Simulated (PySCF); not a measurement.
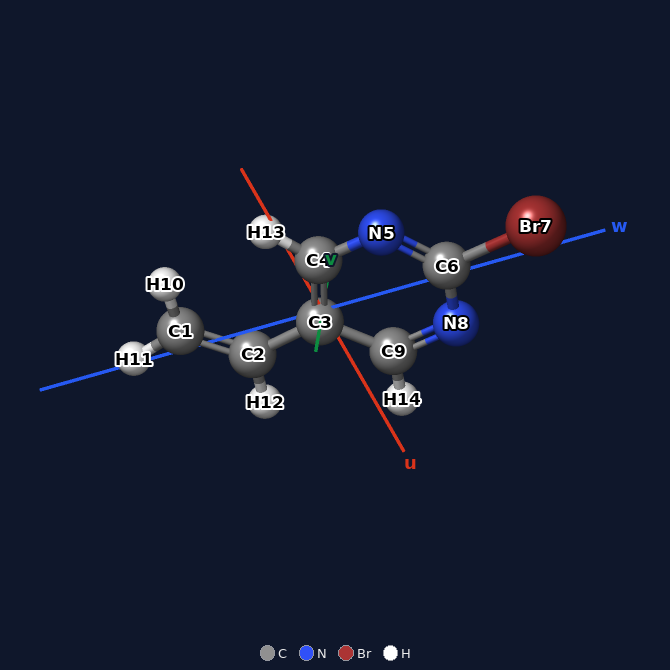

The lines u, v and w are the principal axes of the static dipole polarisability. The geometry was computed by an optimisation with GFN2-xTB. No frequency run is at hand to confirm it as a minimum. Computed with ωB97X-D/def2-SVPD (PySCF 2.14.0).

> Along which axis is the molecule most polarisable, and along which least?

Most along w (in the molecular plane, nearly parallel to the C4–N5 bond), least along v (normal to the molecular plane).

> Give the three principal values.

u 95.2, v 62.7, w 173.4 bohr³; mean 110.4, anisotropy 98.5 bohr³.

The geometry is semi-empirical. Around Br such bond lengths and angles can be off by a tenth of an ångström or more and by several degrees, and values that hang on the shape move with them.
